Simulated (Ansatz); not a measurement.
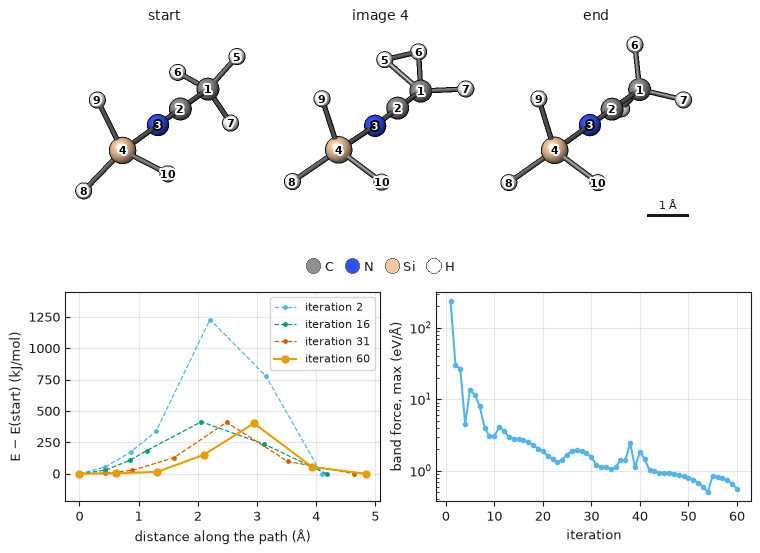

NEB run on C$_{2}$H$_{6}$NSi (charge +1). Images are numbered from 0 (start) to 6 (end). The plot follows the band through its iterations. A ball-and-stick model, seen from a free direction.

All numbers below come from UKS PBE-D4/def2-SVP in Ansatz 0.2.0. Set-up: 5 movable images; climbing image; force threshold 0.03 eV/Å; iteration limit 60; optimiser FIRE; starting path through a guess of the saddle point.

Q: Did the band converge, and can the barrier be trusted?

A: The result isn't final. The band hadn't converged when the run stopped after 60 iterations. The largest component of the band force went from 230 to 0.56 eV/Å. The barrier read from it is provisional: over the last two iterations the highest image moved from 399.6 kJ/mol to 402.2 kJ/mol. The first iteration put the highest image at 4067.2 kJ/mol. The barrier is about 402.2 kJ/mol in both directions, with image 4 at the top; the ends have the same energy.

Cost: 13 min on 2 threads of Intel(R) Xeon(R) Platinum 8259CL CPU @ 2.50GHz (Skylake/Cascade Lake) (shared host), peak memory 0.17 GiB.
